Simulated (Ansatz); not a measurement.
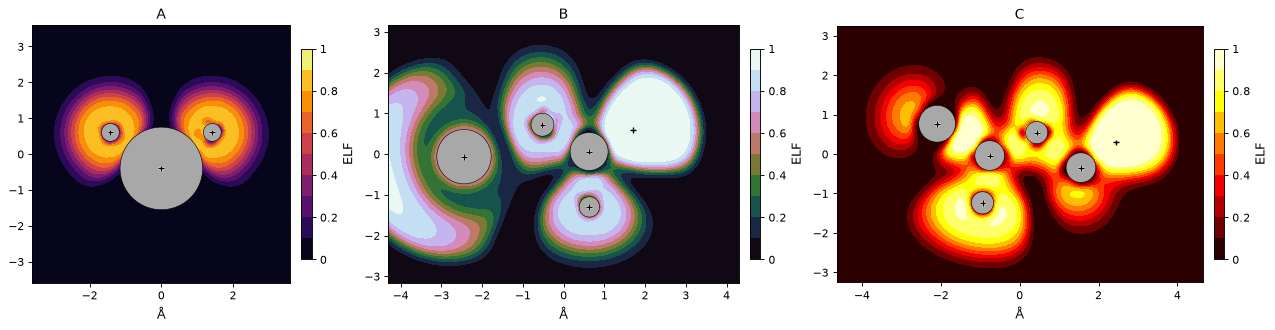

The electron localisation function of 3 systems, each on a plane through atoms (crosses mark nuclei in the plane; grey discs cover the cores).

All numbers below come from RKS PBE0-D4/def2-TZVPP (Ansatz).

System 1: C₂H₅BO₂ (SMILES BC(=O)OC), the plane of atoms B1, C2 and O3. Geometry: PBE0-D4/def2-TZVP.

```xyz
10

B    -1.0155    0.1082   -1.8116
C    -0.0644    0.1632   -0.5791
O     0.9578    0.7753   -0.8068
O    -0.3587   -0.4033    0.5828
C     0.6262   -0.2576    1.6109
H    -1.7815    1.0029   -1.9900
H    -0.8661   -0.7556   -2.6181
H     0.7877    0.7966    1.8377
H     0.2258   -0.7777    2.4774
H     1.5716   -0.7030    1.2997
```

System 2: BFHInO, the molecular plane. Geometry: PBE0-D4/def2-TZVP; core potentials replace the inner electrons of In.

```xyz
5

F    -1.3313    0.1482   -0.5172
In    0.3621   -2.0672    1.2739
B    -0.0373    0.5226   -0.3301
O     0.7808   -0.2465    0.3628
H     0.2756    1.5691   -0.8308
```

System 3: F₄Ti (SMILES [F][Ti]([F])([F])[F]), the plane of atoms F1, Ti2 and F4. Geometry: PBE0-D4/def2-TZVP.

```xyz
5

F     0.1852   -0.7715    1.5482
Ti    0.0099   -0.0147   -0.0082
F    -1.2402    1.1924    0.0711
F    -0.4176   -1.2154   -1.1919
F     1.5126    0.7355   -0.4606
```

Question: Which map belongs to which system?

Answer: Panel A is system 3, F₄Ti: the plane holds F and Ti. Ti–F (1.74 Å): the ELF peaks at about 0.85 in the valence shell of F, 0.5 Å from its nucleus, and drops to about 0.25 between the two atoms. Panel B is system 2, BFHInO: the plane holds F, In, B, O and H. B–O (1.32 Å): the ELF peaks at about 0.85 between the atoms, as expected for a short, strongly polar bond. Panel C is system 1, C₂H₅BO₂: the plane holds B, C, O and H. C–O (1.21 Å): the ELF peaks at about 0.85 between the atoms: a short, multiple covalent bond.
